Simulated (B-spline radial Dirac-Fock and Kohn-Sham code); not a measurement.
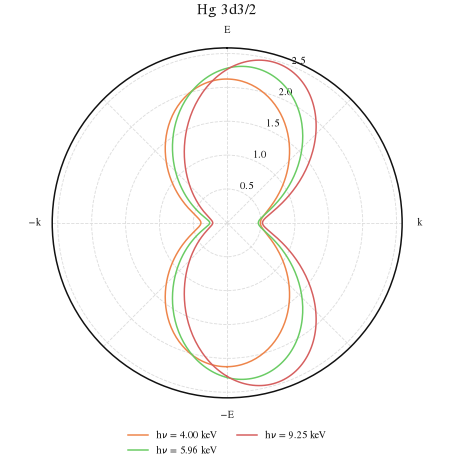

Angular distribution of photoelectrons from M4 (3d3/2) in the plane of the polarisation E (up) and the photon direction k (right), relative to an isotropic one. Species: neutral Hg. Method: a Dirac–Hartree–Slater potential; 1 + βP₂(cos θ) + (δ + γ cos²θ) sin θ cos φ with E1 and E1–E2 terms (computed with a B-spline radial code).

What are β, γ and δ at 9.25 keV?

Answer. β = 1.266, γ = 1.199, δ = 0.154.

Is the pattern at 9.25 keV symmetric between forward and backward?

Answer. No: 45° forward of E it is 2.4 times the value 45° backward, from the non-dipole terms.
